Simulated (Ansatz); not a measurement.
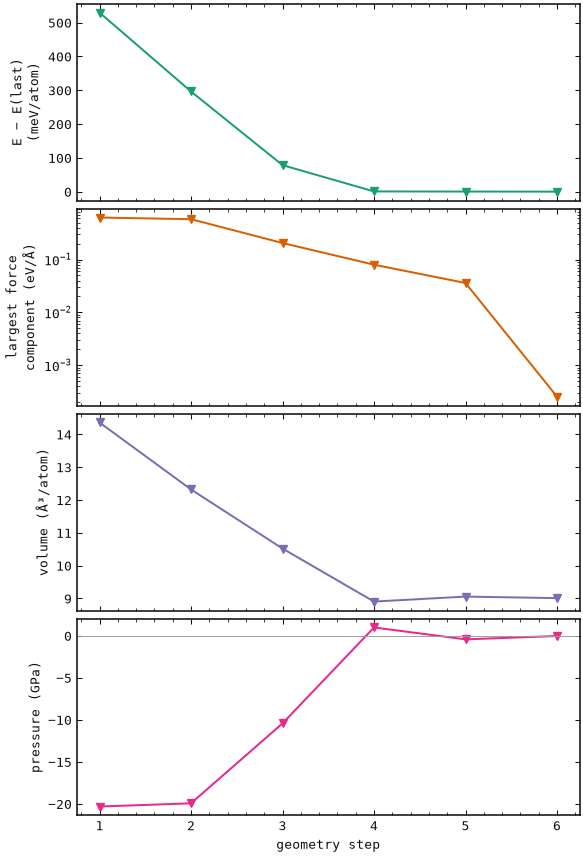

History of a geometry optimisation. Atoms and cell relax. A closing SCF on a freshly chosen basis isn't drawn.

- system: C₄S (I-43m, 5 atoms in the cell)
- method: DFT PBE, scalar-relativistic, plane waves, PAW (Ansatz 0.2.0); cutoff 420 eV, 6×6×6 k-mesh, Gaussian smearing of 0.1 eV

How did the optimisation end?

The optimisation met its thresholds at geometry 6, counting the start as the first. The energy fell by about 530 meV/atom from the first step to the last. The largest force component goes from about 0.62 eV/Å at the start to 2.5 × 10⁻⁴ eV/Å at the end.

What happens to the cell?

The volume shrinks from 14.4 to 9.0 Å³ per atom (−37 %), as the pressure goes from −20 GPa to about 0 GPa. The start was expanded.
